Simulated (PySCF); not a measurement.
# C3H4F2: NMR shifts at several levels of theory, part 2 of 2

PySCF 2.14.0. Atoms count from 0. Earlier steps stand in the parts before.

### Step 9. NMR shieldings: KT3/pcSseg-2

Job settings and geometry (Å):

```
{"job": {"kind": "nmr", "xc": "KT3", "basis": "pcSseg-2", "pop": false}, "charge": 0, "multiplicity": 1}
C      1.372084     0.294892    -0.022027
C      0.116753     0.401486     0.404706
C     -1.009734    -0.424768    -0.126756
F     -2.033137     0.379419    -0.502925
F     -0.626962    -1.146273    -1.202322
H      1.639566    -0.415679    -0.808371
H      2.167749     0.914934     0.397486
H     -0.165713     1.107507     1.192638
H     -1.402493    -1.129535     0.630747
```

Level: GIAO KT3/pcSseg-2 NMR shielding, non-relativistic, gas phase.

The log of the run:

```text
coarse grid: 7912 points
cycle   1  E = -320.6182053623  dE =  5.336e-01  |g| = 8.957e-01  |ddm| = 1.990e+00
cycle   2  E = -320.3189773328  dE =  2.992e-01  |g| = 1.631e+00  |ddm| = 1.593e+00
cycle   3  E = -320.7405030681  dE = -4.215e-01  |g| = 1.560e-01  |ddm| = 1.158e+00
cycle   4  E = -320.7446123187  dE = -4.109e-03  |g| = 8.714e-02  |ddm| = 1.649e-01
cycle   5  E = -320.7463106396  dE = -1.698e-03  |g| = 3.686e-02  |ddm| = 7.495e-02
cycle   6  E = -320.7466637812  dE = -3.531e-04  |g| = 5.798e-03  |ddm| = 2.537e-02
cycle   7  E = -320.7466716164  dE = -7.835e-06  |g| = 1.786e-03  |ddm| = 5.197e-03
final grid: 78320 points
cycle   8  E = -320.7485083491  dE = -3.239e-04  |g| = 2.488e-02  |ddm| = 1.388e-01
cycle   9  E = -320.7483144081  dE =  1.939e-04  |g| = 4.347e-02  |ddm| = 3.383e-02
cycle  10  E = -320.7485901048  dE = -2.757e-04  |g| = 2.531e-03  |ddm| = 2.264e-02
cycle  11  E = -320.7485909307  dE = -8.259e-07  |g| = 1.669e-03  |ddm| = 2.672e-03
cycle  12  E = -320.7485916508  dE = -7.201e-07  |g| = 4.031e-04  |ddm| = 1.262e-03
cycle  13  E = -320.7485916927  dE = -4.189e-08  |g| = 6.104e-05  |ddm| = 3.301e-04
cycle  14  E = -320.7485916934  dE = -6.872e-10  |g| = 2.272e-05  |ddm| = 6.230e-05
converged SCF energy = -320.7485916934

GIAO shielding tensors (ppm)
atom      isotropic    diamagn.    paramagn.     s11        s22        s33       span
  0 C       63.047     253.485    -190.437    -43.881     62.252    170.771    214.653
  1 C       46.931     257.391    -210.460    -61.576     63.469    138.900    200.475
  2 C       63.379     236.288    -172.908     41.238     65.297     83.603     42.365
  3 F      287.082     468.411    -181.329    182.938    323.337    354.971    172.033
  4 F      309.846     471.877    -162.031    214.218    329.583    385.737    171.518
  5 H       25.572      31.512      -5.940     22.739     24.503     29.473      6.734
  6 H       25.900      29.528      -3.628     23.746     25.377     28.577      4.831
  7 H       25.313      30.891      -5.578     23.438     25.042     27.458      4.020
  8 H       24.986      28.195      -3.209     22.528     24.231     28.198      5.670
```

Run time: 26 s. Hardware: 1 thread of Arm Neoverse V1, shared host; peak memory 0.82 GiB.

In short: δ C1 134.4, C0 118.3, C2 117.9, F3 -151.6, H8 6.37, H7 6.04 ppm (means over like atoms).

### Step 10. Nuclear shieldings: B97-D/pcSseg-2

Settings changed since step 9:

```diff
@@ -1,2 +1,2 @@
-{"job": {"kind": "nmr", "xc": "KT3", "basis": "pcSseg-2", "pop": false}, "charge": 0, "multiplicity": 1}
+{"job": {"kind": "nmr", "xc": "B97-D", "basis": "pcSseg-2", "pop": false}, "charge": 0, "multiplicity": 1}
 C      1.372084     0.294892    -0.022027
```

Method: GIAO B97-D/pcSseg-2 NMR shielding, non-relativistic, gas phase.

The log of the run:

```text
coarse grid: 7912 points
cycle   1  E = -316.2291286720  dE =  5.023e-01  |g| = 8.201e-01  |ddm| = 1.993e+00
cycle   2  E = -315.9832270609  dE =  2.459e-01  |g| = 1.496e+00  |ddm| = 1.282e+00
cycle   3  E = -316.3322345018  dE = -3.490e-01  |g| = 1.552e-01  |ddm| = 8.965e-01
cycle   4  E = -316.3365538339  dE = -4.319e-03  |g| = 7.953e-02  |ddm| = 1.501e-01
cycle   5  E = -316.3379576418  dE = -1.404e-03  |g| = 3.298e-02  |ddm| = 6.342e-02
cycle   6  E = -316.3382293279  dE = -2.717e-04  |g| = 5.268e-03  |ddm| = 2.168e-02
cycle   7  E = -316.3382356759  dE = -6.348e-06  |g| = 1.594e-03  |ddm| = 4.236e-03
final grid: 78320 points
cycle   8  E = -316.3288369647  dE = -1.086e-04  |g| = 1.923e-02  |ddm| = 6.816e-02
cycle   9  E = -316.3287094483  dE =  1.275e-04  |g| = 3.508e-02  |ddm| = 2.429e-02
cycle  10  E = -316.3288867340  dE = -1.773e-04  |g| = 1.642e-03  |ddm| = 1.643e-02
cycle  11  E = -316.3288872414  dE = -5.074e-07  |g| = 8.529e-04  |ddm| = 1.475e-03
cycle  12  E = -316.3288874290  dE = -1.876e-07  |g| = 1.512e-04  |ddm| = 5.726e-04
cycle  13  E = -316.3288874339  dE = -4.884e-09  |g| = 3.778e-05  |ddm| = 1.308e-04
cycle  14  E = -316.3288874341  dE = -2.365e-10  |g| = 1.569e-05  |ddm| = 3.285e-05
converged SCF energy = -316.3288874341

GIAO shielding tensors (ppm)
atom      isotropic    diamagn.    paramagn.     s11        s22        s33       span
  0 C       55.735     253.175    -197.441    -55.218     53.655    168.767    223.985
  1 C       39.116     256.751    -217.635    -73.655     54.764    136.239    209.894
  2 C       58.038     236.087    -178.049     35.556     59.733     78.825     43.269
  3 F      291.824     468.163    -176.339    188.660    322.731    364.081    175.420
  4 F      313.208     471.243    -158.035    219.513    327.311    392.800    173.287
  5 H       25.512      31.140      -5.629     22.439     24.605     29.491      7.052
  6 H       25.848      29.912      -4.064     23.619     25.464     28.460      4.841
  7 H       25.278      31.329      -6.050     23.251     25.003     27.581      4.330
  8 H       24.965      28.043      -3.078     22.518     24.353     28.025      5.507
```

Run time: 27 s. Hardware: 1 thread of Arm Neoverse V1, shared host; peak memory 0.82 GiB.

In short: δ C1 139.9, C0 123.3, C2 121.0, F3 -148.3, H8 6.43, H7 6.12 ppm (means over like atoms).

### Step 11. Shielding tensors: B3LYP/pcSseg-2

Settings changed since step 10:

```diff
@@ -1,2 +1,2 @@
-{"job": {"kind": "nmr", "xc": "B97-D", "basis": "pcSseg-2", "pop": false}, "charge": 0, "multiplicity": 1}
+{"job": {"kind": "nmr", "xc": "B3LYP", "basis": "pcSseg-2", "pop": false}, "charge": 0, "multiplicity": 1}
 C      1.372084     0.294892    -0.022027
```

With the program's defaults for keys left out, this is: GIAO B3LYP/pcSseg-2 NMR shielding, non-relativistic, gas phase.

The log of the run:

```text
coarse grid: 7912 points
cycle   1  E = -316.4344391084  dE =  5.509e-01  |g| = 7.404e-01  |ddm| = 1.954e+00
cycle   2  E = -316.3236819079  dE =  1.108e-01  |g| = 1.141e+00  |ddm| = 8.873e-01
cycle   3  E = -316.5215944019  dE = -1.979e-01  |g| = 9.268e-02  |ddm| = 5.434e-01
cycle   4  E = -316.5230184864  dE = -1.424e-03  |g| = 4.664e-02  |ddm| = 8.698e-02
cycle   5  E = -316.5235069849  dE = -4.885e-04  |g| = 1.436e-02  |ddm| = 3.581e-02
cycle   6  E = -316.5235529942  dE = -4.601e-05  |g| = 3.498e-03  |ddm| = 1.013e-02
cycle   7  E = -316.5235558698  dE = -2.876e-06  |g| = 4.602e-04  |ddm| = 2.233e-03
final grid: 78320 points
cycle   8  E = -316.5240471402  dE = -6.830e-05  |g| = 5.549e-03  |ddm| = 3.617e-02
cycle   9  E = -316.5240420915  dE =  5.049e-06  |g| = 7.918e-03  |ddm| = 6.591e-03
cycle  10  E = -316.5240527708  dE = -1.068e-05  |g| = 7.141e-04  |ddm| = 3.734e-03
cycle  11  E = -316.5240528391  dE = -6.836e-08  |g| = 3.087e-04  |ddm| = 6.068e-04
cycle  12  E = -316.5240528583  dE = -1.920e-08  |g| = 1.011e-04  |ddm| = 2.141e-04
cycle  13  E = -316.5240528606  dE = -2.300e-09  |g| = 3.292e-05  |ddm| = 8.520e-05
cycle  14  E = -316.5240528609  dE = -2.446e-10  |g| = 6.861e-06  |ddm| = 2.307e-05
converged SCF energy = -316.5240528609

GIAO shielding tensors (ppm)
atom      isotropic    diamagn.    paramagn.     s11        s22        s33       span
  0 C       49.847     251.484    -201.637    -70.797     50.567    169.771    240.569
  1 C       33.867     255.144    -221.277    -87.843     52.821    136.622    224.464
  2 C       58.642     233.584    -174.942     38.153     59.311     78.460     40.307
  3 F      297.517     467.702    -170.185    191.514    331.428    369.608    178.094
  4 F      319.082     470.476    -151.394    222.198    334.509    400.537    178.339
  5 H       25.415      30.888      -5.473     22.171     24.416     29.657      7.486
  6 H       25.746      29.974      -4.228     23.388     25.278     28.572      5.184
  7 H       25.268      31.074      -5.806     23.166     24.869     27.767      4.601
  8 H       25.153      28.146      -2.993     22.676     24.491     28.294      5.618
```

Wall time 21 s (1 thread of Arm Neoverse V1, shared host); peak memory 0.97 GiB.

This run: δ C1 145.3, C0 129.3, C2 120.6, F3 -138.6, H8 6.24, H7 6.12 ppm (means over like atoms).

### Step 12. Run by run: NMR shifts

Shifts (ppm) of some atoms, chosen among heavy atoms and hydrogens apart, means over like atoms, with basis size and wall time:

```csv
run,C1,C0,C2,H5,H7,H8,F3,functions,time
HF/pcSseg-2,140.9,130.6,104.3,6.14,6.02,5.64,-104.5,236,12 s
LDA/pcSseg-2,151.1,133.7,127.6,6.07,6.35,6.56,-157.1,236,23 s
PBE/pcSseg-2,145.1,127.8,123.9,5.96,6.23,6.46,-152.9,236,28 s
BLYP/pcSseg-2,145.0,126.6,124.4,5.89,6.14,6.47,-150.9,236,30 s
BP86/pcSseg-2,144.4,127.4,123.5,5.95,6.19,6.46,-153.7,236,30 s
OPBE/pcSseg-2,139.7,124.2,119.8,5.99,6.27,6.40,-148.5,236,29 s
KT2/pcSseg-2,136.1,119.6,119.2,5.79,6.05,6.41,-158.9,236,27 s
KT3/pcSseg-2,134.4,118.3,117.9,5.78,6.04,6.37,-151.6,236,26 s
B97-D/pcSseg-2,139.9,123.3,121.0,5.88,6.12,6.43,-148.3,236,27 s
B3LYP/pcSseg-2,145.3,129.3,120.6,5.97,6.12,6.24,-138.6,236,21 s
```

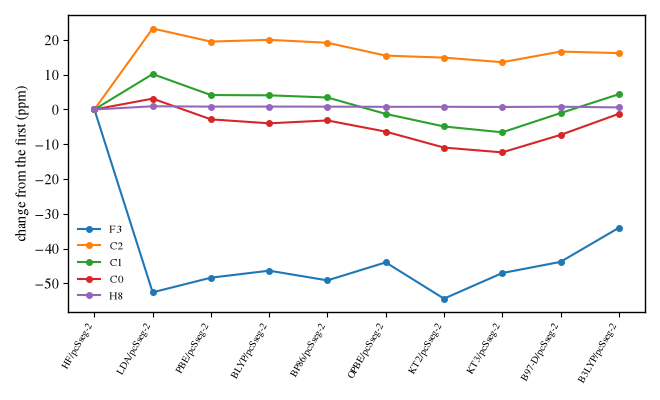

How five of the tabulated atoms move from run to run.

### Step 13. Outcome

The summary covers parts 1 to 2.

| quantity | value |
| --- | --- |
| ¹³C shifts against TMS (HF/pcSseg-2) | 140.9, 130.6, 104.3 ppm |
| ¹H shifts against TMS (HF/pcSseg-2) | 6.14, 6.02, 5.78, 5.64 ppm |
| ¹⁹F shifts against CFCl3 (HF/pcSseg-2, means over atoms taken as alike) | -104.5 ppm |
| range of the shift of F3 | -158.9 to -104.5 ppm |

**Reading.** Single values in the summary come from the first run of each kind that ended normally (HF/pcSseg-2), which need not be the best level. The most deshielded carbon is C1 (alkene CH), at 140.9 ppm: the olefinic region. At HF/pcSseg-2: The widest tensor belongs to C0: span 255 ppm, with a paramagnetic part of -191 ppm. Across the 10 runs the shift of F3 (with its like atoms) moves most, between -158.9 (KT2/pcSseg-2) and -104.5 ppm (HF/pcSseg-2).
